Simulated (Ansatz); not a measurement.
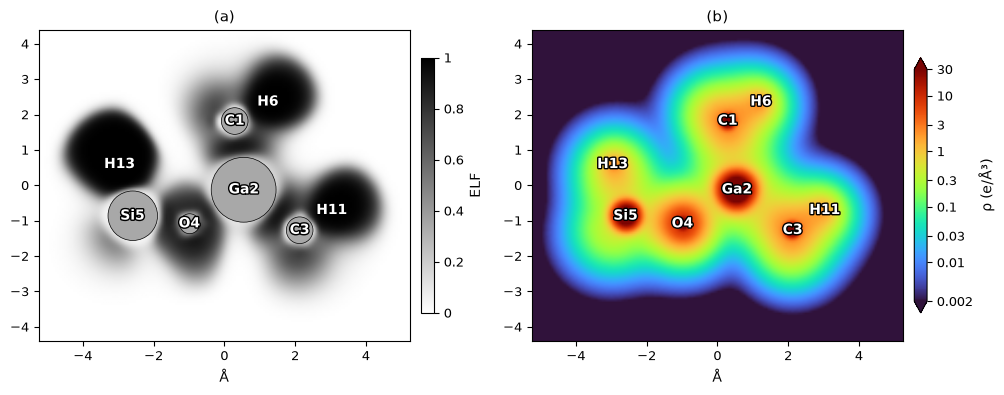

Figure 1: C₂H₉GaOSi (SMILES [CH3][Ga]([CH3])[O][SiH3]). (a) electron localisation function; (b) electron density on the plane of atoms O4, Si5 and H13. Grey discs cover the atomic cores in the ELF map.

Geometry: PBE0-D4/def2-TZVP.

Theory: RKS PBE0-D4/def2-TZVPP (Ansatz).

```json
{"atom": "C", "x (Å)": "-1.0537", "y (Å)": "1.5939", "z (Å)": "0.5775"}
{"atom": "Ga", "x (Å)": "0.2453", "y (Å)": "0.1288", "z (Å)": "0.6294"}
{"atom": "C", "x (Å)": "1.5115", "y (Å)": "-0.4908", "z (Å)": "1.9823"}
{"atom": "O", "x (Å)": "0.3032", "y (Å)": "-0.8833", "z (Å)": "-0.8624"}
{"atom": "Si", "x (Å)": "-0.4111", "y (Å)": "-0.9921", "z (Å)": "-2.3149"}
{"atom": "H", "x (Å)": "-1.0446", "y (Å)": "2.1860", "z (Å)": "1.4932"}
{"atom": "H", "x (Å)": "-0.8392", "y (Å)": "2.2509", "z (Å)": "-0.2689"}
{"atom": "H", "x (Å)": "-2.0593", "y (Å)": "1.1931", "z (Å)": "0.4283"}
{"atom": "H", "x (Å)": "2.4884", "y (Å)": "-0.6554", "z (Å)": "1.5234"}
{"atom": "H", "x (Å)": "1.1740", "y (Å)": "-1.4501", "z (Å)": "2.3832"}
{"atom": "H", "x (Å)": "1.6172", "y (Å)": "0.2119", "z (Å)": "2.8093"}
{"atom": "H", "x (Å)": "-1.1134", "y (Å)": "-2.2982", "z (Å)": "-2.4557"}
{"atom": "H", "x (Å)": "-1.4192", "y (Å)": "0.0917", "z (Å)": "-2.5221"}
{"atom": "H", "x (Å)": "0.6010", "y (Å)": "-0.8863", "z (Å)": "-3.4025"}
```

> What do the fields say about this system?

- Atoms in the plane: C, Ga, O, Si and H.
- Si–O (1.62 Å): ρ at the midpoint is about 1.2 e/Å³; the ELF peaks at about 0.85 between the atoms; a polar covalent bond.
- Ga–O (1.80 Å): ρ at the midpoint is about 0.84 e/Å³; the ELF peaks at about 0.85 in the valence shell of O, 0.6 Å from its nucleus, and is about 0.20 at the midpoint.
- C–Ga (1.95 Å): the density is about 0.8 e/Å³ at the midpoint; the ELF peaks at about 0.90 in the valence shell of C, 0.7 Å from its nucleus, and is about 0.55 at the midpoint.
- C–H (1.09 Å): ρ is about 2 e/Å³ halfway; the ELF climbs to about 1 towards the hydrogen, as it does in any bond to H (an ordinary covalent bond to hydrogen).
- Si–H (1.49 Å): ρ at the midpoint is about 0.8 e/Å³; the ELF climbs to about 1 towards the hydrogen.
- The ELF also peaks beside O4, away from the bonds: lone-pair regions.
